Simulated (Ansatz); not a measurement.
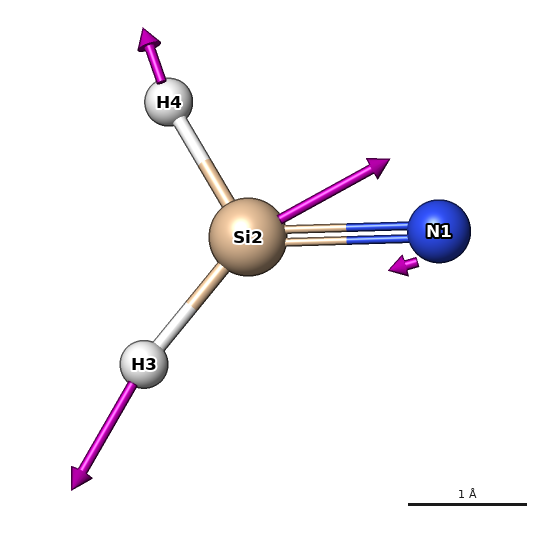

Arrows show the forces on the atoms, 0.6 Å of arrow for 1 eV/Å; forces under a tenth of the largest aren't drawn. Charge 0, doublet. Level of theory: BLYP-D4/def2-TZVPP (Ansatz 0.2.0).

Q: Which bond do the forces act along most?

A: Si2–H3, now 1.404 Å: the forces push its atoms apart, so a first step downhill lengthens it.

List the force components in the frame of the picture (x right, y up, z towards the viewer), in eV/Å.

| atom | Fx | Fy | Fz |
| --- | --- | --- | --- |
| N1 | −0.43 | −0.13 | −0.01 |
| Si2 | 1.58 | 0.87 | 0.03 |
| H3 | −0.88 | −1.53 | 0.23 |
| H4 | −0.27 | 0.78 | −0.25 |
